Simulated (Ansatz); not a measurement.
```json
{"atom": "P", "x (Å)": "0.0000", "y (Å)": "0.0000", "z (Å)": "-1.0445"}
{"atom": "P", "x (Å)": "0.0000", "y (Å)": "0.0000", "z (Å)": "1.0445"}
```

Geometry: B3LYP/6-31G*.

These are results of Ansatz 0.2.0, isolated molecule in a Gaussian basis; Kohn-Sham density functional theory, functional PBE0, not measurements.

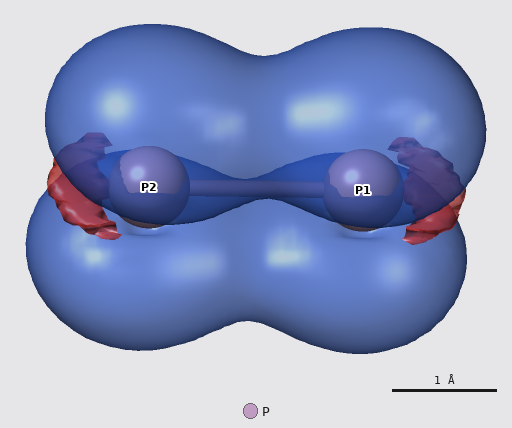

P2 (triplet). Isosurfaces of the spin density (α minus β) at +0.03 (blue) and −0.03 e/Å³ (red), seen from one side.

Which atoms carry the spin?

Answer. The unpaired spin (2 electrons) lies mostly on P1 (about 1.0) and P2 (about 1.0), in electrons by Hirshfeld's partition.
